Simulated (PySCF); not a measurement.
## Geometry relaxation, with input and output: CH9ClO2Si3 (part 1 of 2)

CH9ClO2Si3, computed with PBE0-D3(BJ)/def2-SVP geometry optimisation, gas phase (PySCF 2.14.0).

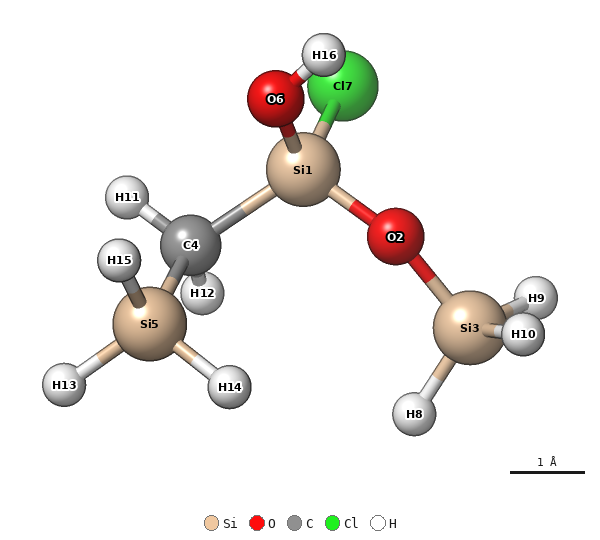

**Figure 1.** The structure as given in the input (ball-and-stick view, seen at a tilt; atoms are numbered from 1 in the order of the input). Bond lengths as drawn: Cl–Si 2.04 Å, C–H 1.07 to 1.11 Å, C–Si 1.88 to 1.93 Å, H–O 0.96 Å, H–Si 1.44 to 1.49 Å and O–Si 1.59 to 1.62 Å.

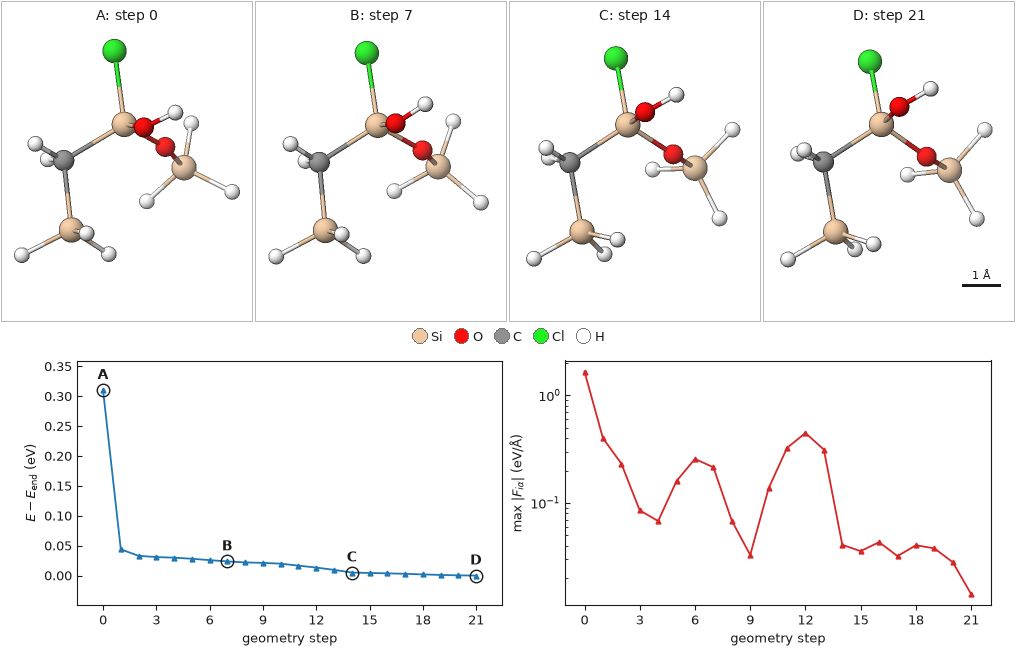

**Figure 2.** Frames of the relaxation (ball-and-stick view, seen at a tilt) above the curves, on which the letters mark them (steps are counted from 0).

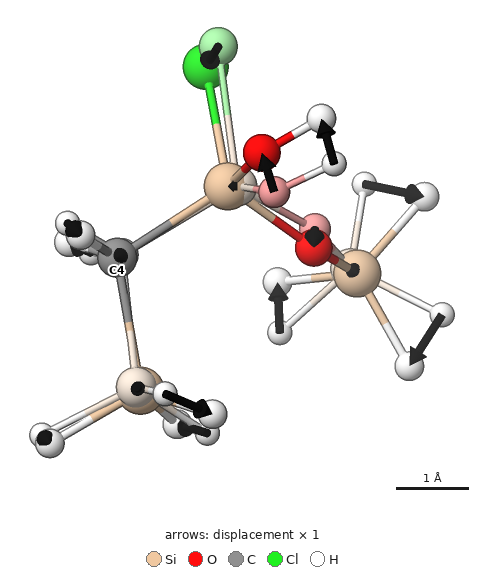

**Figure 3.** Start (faint) and end (solid) with the displacements as black arrows, at true length (ball-and-stick view, seen at a tilt). The two geometries are laid on each other by the best rigid fit. The atom that moves furthest after the best rigid fit is H9 (1.07 Å). By element the largest moves are H 1.07 Å, Cl 0.73 Å, O 0.58 Å, C 0.27 Å, Si 0.24 Å. Among the contacts that change: Si1–O2 1.590 → 1.647 Å, Si3–H8 1.438 → 1.493 Å, Si5–H14 1.445 → 1.494 Å, O2–Si3 1.621 → 1.668 Å. Among the angles that change: Si1–O2–Si3 153.3° → 141.1°, O2–Si3–H10 102.1° → 107.6°, H8–Si3–H10 114.4° → 109.9°. Over 21 geometry steps the energy falls by 0.310 eV. The largest force component goes from 1.7 to 0.014 eV/Å. (Atoms are counted from 1 in the order of the input.)

The input and output of the run follow.

Input file:
```
{"job": {"xc": "PBE0", "basis": "def2-SVP", "d3": "d3bj", "grid": 2, "kind": "geom", "shake": 0.01}, "charge": 0, "multiplicity": 1}
Si     0.426470     0.886282     0.763283
O      1.388578    -0.275148     0.259226
Si     2.216909    -1.076471    -0.880007
C     -1.114327     1.027745    -0.299677
Si    -2.190601    -0.572906    -0.282177
O     -0.080800     0.586082     2.266207
Cl     1.519760     2.604045     0.741595
H      1.383943    -1.258261    -2.037453
H      3.406374    -0.263274    -1.190721
H      2.572674    -2.324270    -0.184345
H     -1.768554     1.854665     0.056057
H     -0.861824     1.256332    -1.317097
H     -3.329687    -0.366978    -1.220337
H     -1.400287    -1.706359    -0.705674
H     -2.723530    -0.819869     1.069109
H      0.543448     0.437069     2.984156
```

The first line tells a small driver script what to run in PySCF; the rest is the geometry in Å.

Launch command:
```bash
OMP_NUM_THREADS=1 python <driver script> task.json out
```

What the program printed:
```
step   0  E = -1521.55172283  max force = 0.032277
step   1  E = -1521.56150714  max force = 0.007775
step   2  E = -1521.56190768  max force = 0.004509
step   3  E = -1521.56198233  max force = 0.001656
step   4  E = -1521.56202123  max force = 0.001319
step   5  E = -1521.56208735  max force = 0.003109
step   6  E = -1521.56217323  max force = 0.004984
step   7  E = -1521.56225032  max force = 0.004167
step   8  E = -1521.56231284  max force = 0.001328
step   9  E = -1521.56234111  max force = 0.000637
step  10  E = -1521.56238917  max force = 0.002661
step  11  E = -1521.56251233  max force = 0.006312
step  12  E = -1521.56263035  max force = 0.008677
step  13  E = -1521.56277088  max force = 0.006082
step  14  E = -1521.56293483  max force = 0.000794
step  15  E = -1521.56296286  max force = 0.000692
step  16  E = -1521.56298358  max force = 0.000840
step  17  E = -1521.56301323  max force = 0.000622
step  18  E = -1521.56305041  max force = 0.000785
step  19  E = -1521.56308279  max force = 0.000736
step  20  E = -1521.56310886  max force = 0.000547
step  21  E = -1521.56312075  max force = 0.000276
optimisation converged
```

Trajectory as extended XYZ (Å, eV, eV/Å), 22 frames, from step=0 to step=21:
```
16
Properties=species:S:1:pos:R:3:forces:R:3 step=0 energy=-41403.53128
Si    0.4265    0.8863    0.7633   -1.6598   1.0230  -0.5904
O     1.3886   -0.2752    0.2592    0.1195  -0.4495   0.3373
Si    2.2169   -1.0765   -0.8800    0.9508  -0.2232   0.4742
C    -1.1143    1.0277   -0.2997   -0.4437  -0.5840   1.3776
Si   -2.1906   -0.5729   -0.2822    0.0326   1.4831   0.0199
O    -0.0808    0.5861    2.2662   -0.3586  -0.2413   1.1984
Cl    1.5198    2.6040    0.7416    0.3956   0.6803  -0.0479
H     1.3839   -1.2583   -2.0375   -0.5310  -0.2808  -0.9744
H     3.4064   -0.2633   -1.1907    0.3687   0.0189  -0.2884
H     2.5727   -2.3243   -0.1844    0.2457  -0.4962  -0.2500
H    -1.7686    1.8547    0.0561    0.2868  -0.2097  -0.0023
H    -0.8618    1.2563   -1.3171    0.3419   0.1926  -1.0179
H    -3.3297   -0.3670   -1.2203   -0.0880  -0.0839  -0.0828
H    -1.4003   -1.7064   -0.7057    0.5005  -0.7997  -0.3113
H    -2.7235   -0.8199    1.0691   -0.1137  -0.0786   0.3161
H     0.5434    0.4371    2.9842   -0.0472   0.0489  -0.1581
16
Properties=species:S:1:pos:R:3:forces:R:3 step=1 energy=-41403.79752
Si    0.5964    1.3887    1.2536    0.0959   0.3998  -0.0734
O     1.5773    0.1859    0.7357    0.1893  -0.2370  -0.0801
Si    2.4649   -0.6471   -0.3998   -0.0765   0.0455   0.0521
C    -0.8831    1.5887    0.1629   -0.0200  -0.1029  -0.1027
Si   -2.0033    0.0703    0.0874   -0.0157  -0.0481   0.0826
O     0.0765    1.0890    2.7866   -0.0802   0.0238  -0.1645
Cl    1.7442    3.1399    1.2382   -0.1740  -0.3016   0.0174
H     1.6331   -0.8728   -1.6155   -0.0438   0.0347  -0.0592
H     3.6852    0.1273   -0.7763   -0.0347  -0.0022   0.0504
H     2.8605   -1.9800    0.1460   -0.0227   0.1123   0.0717
H    -1.4814    2.4431    0.5145   -0.0037   0.0697   0.0583
H    -0.5559    1.8321   -0.8653    0.0551  -0.0186   0.1256
H    -3.1301    0.2774   -0.8740    0.0191   0.0562   0.0095
H    -1.2260   -1.1201   -0.3685    0.0316  -0.0261  -0.0134
H    -2.5647   -0.2166    1.4418   -0.0068  -0.0005  -0.0377
H     0.7387    0.9857    3.4737    0.0872  -0.0049   0.0633
16
Properties=species:S:1:pos:R:3:forces:R:3 step=2 energy=-41403.80842
Si    0.5976    1.3875    1.2462    0.0909   0.2319  -0.0336
O     1.5762    0.1799    0.7329    0.0439  -0.1153   0.0143
Si    2.4592   -0.6439   -0.4043   -0.0451   0.0325   0.0088
C    -0.8819    1.5811    0.1651   -0.0807  -0.0360  -0.0239
Si   -2.0028    0.0633    0.0920    0.0091  -0.0140   0.0078
O     0.0778    1.0935    2.7780   -0.0135  -0.0126   0.0138
Cl    1.7455    3.1246    1.2288   -0.0716  -0.1304   0.0035
H     1.6336   -0.8529   -1.6314    0.0057   0.0185  -0.0081
H     3.6842    0.1315   -0.7531    0.0087   0.0002  -0.0081
H     2.8412   -1.9675    0.1612    0.0070   0.0034   0.0146
H    -1.4743    2.4411    0.5203    0.0176  -0.0022   0.0101
H    -0.5459    1.8239   -0.8573    0.0225  -0.0021   0.0115
H    -3.1226    0.2927   -0.8714   -0.0022   0.0173   0.0001
H    -1.2273   -1.1287   -0.3700    0.0052   0.0059   0.0000
H    -2.5725   -0.2273    1.4401   -0.0028  -0.0004  -0.0077
H     0.7442    0.9929    3.4642    0.0054   0.0032  -0.0029
16
Properties=species:S:1:pos:R:3:forces:R:3 step=3 energy=-41403.81045
Si    0.5992    1.3879    1.2453    0.0186   0.0852  -0.0270
O     1.5753    0.1736    0.7393   -0.0086  -0.0647   0.0519
Si    2.4568   -0.6410   -0.4031   -0.0018   0.0240  -0.0163
C    -0.8826    1.5745    0.1649   -0.0199  -0.0154   0.0173
Si   -2.0047    0.0587    0.0926    0.0086   0.0034  -0.0160
O     0.0787    1.1008    2.7784   -0.0024  -0.0133   0.0319
Cl    1.7498    3.1138    1.2214   -0.0086  -0.0155  -0.0045
H     1.6382   -0.8240   -1.6395    0.0087   0.0027   0.0012
H     3.6900    0.1293   -0.7352    0.0075  -0.0035  -0.0097
H     2.8269   -1.9711    0.1546    0.0038  -0.0097  -0.0069
H    -1.4708    2.4377    0.5193    0.0039  -0.0027  -0.0027
H    -0.5412    1.8146   -0.8558    0.0034   0.0033  -0.0149
H    -3.1211    0.2985   -0.8725   -0.0034  -0.0013   0.0011
H    -1.2295   -1.1332   -0.3703   -0.0027   0.0057  -0.0001
H    -2.5795   -0.2324    1.4379   -0.0008  -0.0013   0.0029
H     0.7468    1.0037    3.4639   -0.0062   0.0029  -0.0082
16
Properties=species:S:1:pos:R:3:forces:R:3 step=4 energy=-41403.81151
Si    0.6001    1.3881    1.2472   -0.0297  -0.0200  -0.0187
O     1.5723    0.1649    0.7503   -0.0249  -0.0356   0.0678
Si    2.4532   -0.6376   -0.4005    0.0216   0.0201  -0.0335
C    -0.8811    1.5689    0.1638    0.0182   0.0059   0.0233
Si   -2.0041    0.0544    0.0920    0.0032   0.0078  -0.0153
O     0.0764    1.1103    2.7816    0.0061  -0.0037   0.0151
Cl    1.7555    3.1056    1.2136    0.0261   0.0451  -0.0068
H     1.6432   -0.7868   -1.6472    0.0030  -0.0049   0.0030
H     3.6977    0.1239   -0.7127    0.0021  -0.0022  -0.0012
H     2.8067   -1.9811    0.1355   -0.0025  -0.0086  -0.0097
H    -1.4673    2.4349    0.5146   -0.0054  -0.0034  -0.0093
H    -0.5354    1.8050   -0.8565   -0.0071   0.0048  -0.0137
H    -3.1185    0.2974   -0.8747   -0.0022  -0.0072   0.0006
H    -1.2286   -1.1376   -0.3694   -0.0040   0.0020  -0.0022
H    -2.5823   -0.2357    1.4359    0.0016  -0.0015   0.0042
H     0.7444    1.0170    3.4676   -0.0059   0.0012  -0.0037
16
Properties=species:S:1:pos:R:3:forces:R:3 step=5 energy=-41403.81331
Si    0.6009    1.3860    1.2521   -0.0893  -0.1599  -0.0004
O     1.5628    0.1420    0.7778   -0.0419   0.0123   0.0815
Si    2.4455   -0.6290   -0.3936    0.0486   0.0120  -0.0553
C    -0.8760    1.5574    0.1599    0.0628   0.0365   0.0167
Si   -2.0009    0.0456    0.0894   -0.0067   0.0067  -0.0054
O     0.0690    1.1322    2.7889    0.0201   0.0152  -0.0205
Cl    1.7702    3.0878    1.1958    0.0654   0.1095  -0.0091
H     1.6575   -0.6979   -1.6614   -0.0064  -0.0120   0.0036
H     3.7153    0.1112   -0.6537   -0.0064   0.0001   0.0129
H     2.7572   -2.0044    0.0849   -0.0111  -0.0030  -0.0081
H    -1.4597    2.4292    0.5001   -0.0173  -0.0043  -0.0133
H    -0.5225    1.7842   -0.8605   -0.0160   0.0050  -0.0035
H    -3.1131    0.2899   -0.8798    0.0008  -0.0101  -0.0008
H    -1.2255   -1.1476   -0.3681   -0.0036  -0.0039  -0.0057
H    -2.5839   -0.2416    1.4321    0.0055  -0.0019   0.0035
H     0.7356    1.0469    3.4772   -0.0044  -0.0021   0.0038
16
Properties=species:S:1:pos:R:3:forces:R:3 step=6 energy=-41403.81565
Si    0.5999    1.3779    1.2582   -0.1291  -0.2563   0.0281
O     1.5432    0.1022    0.8209   -0.0508   0.0671   0.0724
Si    2.4358   -0.6136   -0.3802    0.0669  -0.0035  -0.0658
C    -0.8675    1.5409    0.1513    0.0855   0.0593  -0.0031
Si   -1.9958    0.0321    0.0838   -0.0149  -0.0002   0.0077
O     0.0555    1.1658    2.7977    0.0321   0.0326  -0.0538
Cl    1.7954    3.0573    1.1663    0.0877   0.1380  -0.0122
H     1.6891   -0.5553   -1.6734   -0.0141  -0.0133   0.0027
H     3.7415    0.0903   -0.5497   -0.0137   0.0007   0.0243
H     2.6796   -2.0326    0.0004   -0.0159   0.0039  -0.0028
H    -1.4494    2.4200    0.4745   -0.0249  -0.0062  -0.0103
H    -0.5039    1.7535   -0.8692   -0.0170   0.0037   0.0104
H    -3.1067    0.2758   -0.8870    0.0037  -0.0085  -0.0019
H    -1.2218   -1.1633   -0.3693   -0.0017  -0.0082  -0.0085
H    -2.5817   -0.2505    1.4265    0.0091  -0.0025   0.0014
H     0.7189    1.0913    3.4904   -0.0030  -0.0065   0.0113
16
Properties=species:S:1:pos:R:3:forces:R:3 step=7 energy=-41403.81775
Si    0.5958    1.3680    1.2614   -0.1016  -0.2143   0.0418
O     1.5225    0.0686    0.8544   -0.0335   0.0795   0.0334
Si    2.4311   -0.5992   -0.3657    0.0516  -0.0163  -0.0459
C    -0.8616    1.5293    0.1421    0.0592   0.0511  -0.0213
Si   -1.9905    0.0203    0.0769   -0.0126  -0.0070   0.0123
O     0.0428    1.1933    2.8020    0.0291   0.0358  -0.0535
Cl    1.8166    3.0314    1.1403    0.0642   0.0934  -0.0114
H     1.7255   -0.4367   -1.6734   -0.0122  -0.0060   0.0018
H     3.7624    0.0701   -0.4519   -0.0126   0.0003   0.0226
H     2.6162   -2.0470   -0.0706   -0.0122   0.0075   0.0028
H    -1.4453    2.4118    0.4528   -0.0212  -0.0067  -0.0014
H    -0.4920    1.7328   -0.8782   -0.0074   0.0026   0.0178
H    -3.1039    0.2613   -0.8916    0.0033  -0.0024  -0.0013
H    -1.2174   -1.1750   -0.3777    0.0000  -0.0065  -0.0083
H    -2.5723   -0.2622    1.4215    0.0088  -0.0026  -0.0008
H     0.7025    1.1250    3.4989   -0.0028  -0.0083   0.0113
16
Properties=species:S:1:pos:R:3:forces:R:3 step=8 energy=-41403.81945
Si    0.5889    1.3604    1.2616   -0.0189  -0.0683   0.0277
O     1.5062    0.0498    0.8727   -0.0034   0.0460  -0.0144
Si    2.4320   -0.5903   -0.3529    0.0066  -0.0155  -0.0025
C    -0.8610    1.5254    0.1351    0.0021   0.0147  -0.0251
Si   -1.9849    0.0112    0.0685   -0.0014  -0.0083   0.0046
O     0.0333    1.2124    2.8026    0.0105   0.0255  -0.0222
Cl    1.8279    3.0175    1.1206    0.0093   0.0076  -0.0047
H     1.7598   -0.3628   -1.6687   -0.0017   0.0037   0.0008
H     3.7780    0.0519   -0.3749   -0.0027   0.0000   0.0092
H     2.5736   -2.0526   -0.1114   -0.0029   0.0049   0.0055
H    -1.4507    2.4051    0.4425   -0.0082  -0.0062   0.0086
H    -0.4903    1.7288   -0.8844    0.0076   0.0029   0.0142
H    -3.1054    0.2494   -0.8921   -0.0002   0.0040   0.0012
H    -1.2101   -1.1792   -0.3971    0.0007  -0.0010  -0.0055
H    -2.5545   -0.2803    1.4164    0.0051  -0.0025  -0.0016
H     0.6896    1.1447    3.5026   -0.0026  -0.0076   0.0042
```
